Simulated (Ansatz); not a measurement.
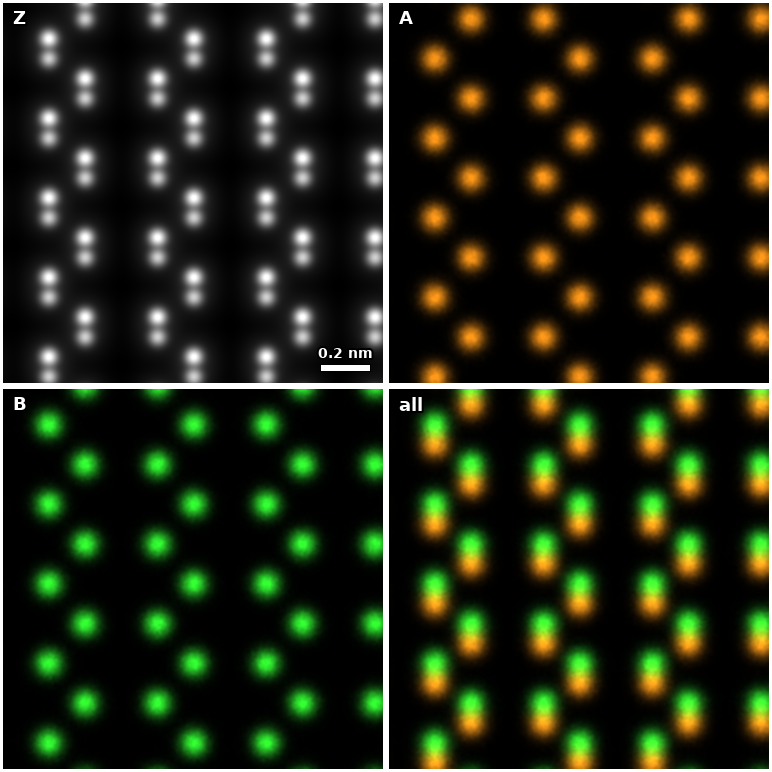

EuSb (P6_3mc, No. 186) along [201]. Panel Z: Simulated incoherent Z contrast: every atom adds Z^1.8 spread by a probe of 0.52 Å full width; channelling and multiple scattering are left out. The probe carries 25 % of its weight in a tail 2.5 times as wide. The display is stretched by a gamma of 0.65; percentages refer to the linear signal. The other panels are simulated element maps (the number of atoms of one element along the beam, blurred by 0.9 Å, with counting noise; each on its own scale, no channelling); the last overlays them. Structure: the geometry given to an electronic-structure calculation, possibly off equilibrium; the starting structure was generated, so it need not be a known form of this composition.

```cif
data_structure
_symmetry_space_group_name_H-M 'P 1'
_symmetry_Int_Tables_number 1
_cell_length_a 5.2892
_cell_length_b 5.2892
_cell_length_c 8.6625
_cell_angle_alpha 90.000
_cell_angle_beta 90.000
_cell_angle_gamma 120.000
_cell_volume 209.88
loop_
_atom_site_label
_atom_site_type_symbol
_atom_site_fract_x
_atom_site_fract_y
_atom_site_fract_z
_atom_site_occupancy
Eu1 Eu 0.66667 0.33333 0.00000 1
Eu2 Eu 0.33333 0.66667 0.50000 1
Sb1 Sb 0.66667 0.33333 0.62520 1
Sb2 Sb 0.33333 0.66667 0.12520 1
```

> Which element does each lettered map show?

A: Sb, B: Eu. The projected cell (3.35 × 4.88 Å, 110°) holds 4 columns: 2 of Eu and 2 of Sb. No column is shared by two of the mapped elements.
